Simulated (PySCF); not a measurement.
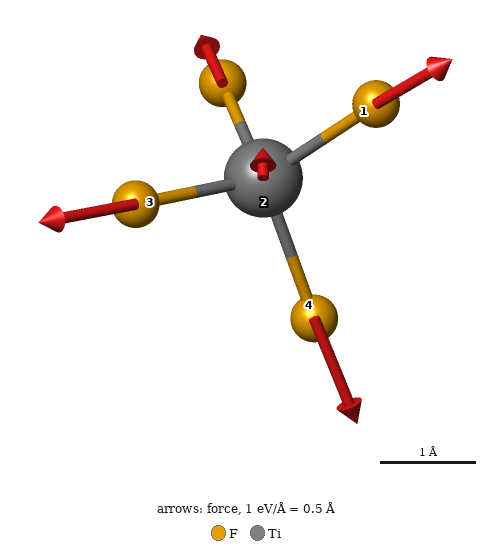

Starting geometry of TiF4 with the computed forces as red arrows. Style: ball-and-stick. Shown from a free direction.

The start comes from GFN2-xTB. Its atoms were then displaced at random by about 0.01 Å.

Computed with PBE0-D3(BJ)/def2-TZVP geometry optimisation, gas phase (PySCF 2.14.0, density-fitted response routines). 

Q: What follows when this structure is relaxed?

A: It isn't relaxed: the largest force vector, on F atoms, is 2.55 eV/Å. The atoms end up moving mostly along the starting forces (cosine between the two patterns 0.93). After 4 geometry steps the energy has fallen by 0.236 eV. The atom that moves furthest after the best rigid fit is an F atom (0.067 Å). Largest moves by element: F 0.067 Å, Ti 0.010 Å. Among the contacts that change: F–Ti 1.680 → 1.740 Å, F–Ti 1.700 → 1.739 Å. Bond angles that change, for instance: F–Ti–F 111.8° → 109.7°. Cost: 15 s on 2 threads of AMD EPYC 9R45 96-Core Processor (shared host).
